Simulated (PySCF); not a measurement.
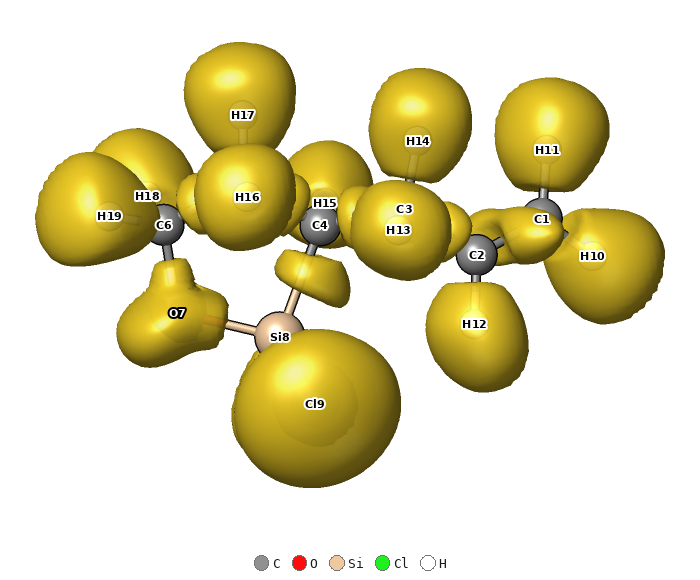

Figure 1: C6H11ClOSi. Isosurface of the electron localisation function at 0.75 (yellow), seen across its widest extent. Only the valence region is drawn (cores and ρ < 0.01 e/Å³ removed).

Geometry: PBE0-D3(BJ)/def2-SVP.

The calculation used PySCF 2.14.0, PBE0/pcSseg-1, SCF density, gas phase, non-relativistic.

```xyz
20

C     3.3178   -0.3836    0.2653
C     2.1477    0.1249    0.6517
C     1.0898    0.6586   -0.2622
C    -0.1906   -0.1749   -0.2443
C    -1.3361    0.3981   -1.0958
C    -2.6354   -0.2987   -0.6887
O    -2.6421   -0.4940    0.7186
Si   -1.1190   -0.3670    1.3829
Cl   -0.9175    1.3550    2.5226
H     4.0452   -0.7617    0.9887
H     3.5945   -0.4355   -0.7931
H     1.9138    0.1644    1.7247
H     0.8347    1.6875    0.0500
H     1.4798    0.7259   -1.2922
H     0.0395   -1.2029   -0.5849
H    -1.4229    1.4795   -0.8900
H    -1.1479    0.2896   -2.1768
H    -2.7216   -1.2825   -1.1857
H    -3.5198    0.2937   -0.9715
H    -0.8389   -1.5069    2.2872
```

Describe the localisation domains.

Answer. The surface consists of five regions between bonded C–C atoms (shared pairs), one region between bonded C–Si atoms (shared pairs), eleven regions around hydrogen nuclei, one region on Cl in which the atom's valence shell and bonds are merged and one region on O in which the atom's valence shell and bonds are merged. Along the contacts the grid gives the following. C–C (1.33 Å): the ELF peaks at about 0.95 between the atoms (a short, multiple covalent bond). C–O (1.42 Å): the ELF peaks at about 0.85 between the atoms: a shared but strongly polarised pair.
